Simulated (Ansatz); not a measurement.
Zr₃TiN₄

Input

```
crystal:
  lattice:
    - [3.192532, -4.51659, 0.0]
    - [3.192532, 4.51659, 0.0]
    - [0.0, 0.0, 3.201192]
  atoms:
    - { symbol: Zr, position: [0.5, 0.0, 0.0] }
    - { symbol: Zr, position: [0.5, 0.5, 0.5] }
    - { symbol: Zr, position: [0.0, 0.5, 0.0] }
    - { symbol: Ti, position: [0.0, 0.0, 0.5] }
    - { symbol: "N", position: [0.760056, 0.760056, 0.0] }
    - { symbol: "N", position: [0.755136, 0.244864, 0.5] }
    - { symbol: "N", position: [0.244864, 0.755136, 0.5] }
    - { symbol: "N", position: [0.239944, 0.239944, 0.0] }
basis:
  ecutwfc: 420
kpoints:
  mp_grid: { grid: [8, 8, 12] }
  band_path:
    path:
      - [[0.0, 0.0, 0.0], [-0.5, 0.5, 0.0], [-0.37490769, 0.62509231, 0.0]]
      - [[0.37490769, 0.37490769, 0.0], [0.0, 0.0, 0.0], [0.0, 0.0, 0.5], [0.37490769, 0.37490769, 0.5]]
      - [[-0.37490769, 0.62509231, 0.5], [-0.5, 0.5, 0.5], [-0.5, 0.5, 0.0]]
      - [[0.0, 0.0, 0.0], [0.0, 0.5, 0.0], [0.0, 0.5, 0.5], [0.0, 0.0, 0.5], [-0.5, 0.5, 0.5]]
    npoints: 14
hamiltonian:
  xc: pbe
scf:
  occupations: { method: gaussian, width: 0.1 }
  n_extra_bands: 20
output:
  forces: true
  stress: true
  eigenvalues: true
  populations: true
  dos: { projected: true, de: 0.02, nscf_kmesh: { grid: [10, 10, 15] } }
  bader: true
  write_density: true
  write_potential: true
  elf: true
  volumetric_format: npy
```

Command:

```sh
ansatz run input.yaml --threads 4 --pin off --max-ram 8192MiB --backend cpu --events-out ev --progress --plain --runs-dir out
```

Below, planes, directions and counts refer to the conventional cell (a = 6.39 Å, b = 9.03 Å, c = 3.20 Å, α = 90.00°, β = 90.00°, γ = 90.00°).

Space group Cmmm; a structure generated by program, which may or may not match a known phase; computed without spin polarisation.

Computed with DFT PBE, scalar-relativistic, plane waves, PAW (Ansatz).

Question: What can the converged valence pseudo-density and electron localisation function tell about the bonding?

Answer: Ti–N (2.21 Å): ρ is about 0.41 e/Å³ halfway; the ELF peaks at about 0.80 in the valence shell of N, 0.7 Å from its nucleus, and is about 0.20 at the midpoint (no localised pair shows between them).
Zr–N (2.30 Å): ρ at the midpoint is about 0.44 e/Å³; the ELF peaks at about 0.80 in the valence shell of N, 0.7 Å from its nucleus, and drops to about 0.15 between the two atoms; no shared electron pair shows on this line.
Bader's partition of the density gives Zr +1.85 to +1.94, Ti +1.70 and N −1.86 e.

Question: Which way does charge flow, and how much by Bader's partition?

Answer: Electrons move from Zr and Ti towards N. Bader charges: Zr +1.85 to +1.94, Ti +1.70 and N −1.86 e.

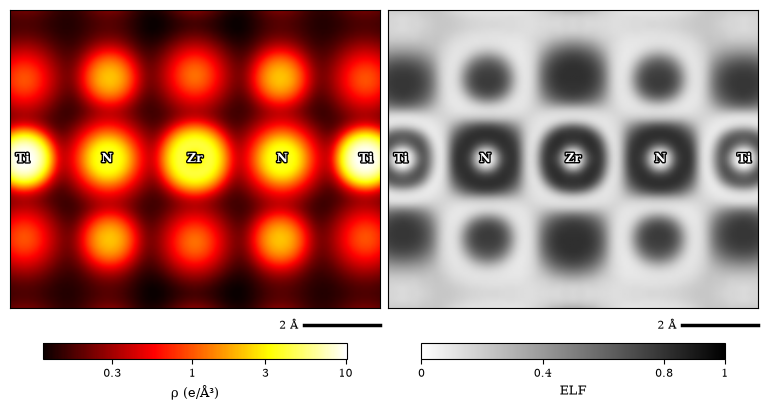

Computed valence pseudo-density and electron localisation function on the (101) plane of the conventional cell, in this order. Atoms just off the plane (Zr, 0.7 Å away and N, 0.7 Å away) can leave unmarked features too.

Core electrons are frozen (PAW), and the valence fields are smoothed inside the atomic spheres.
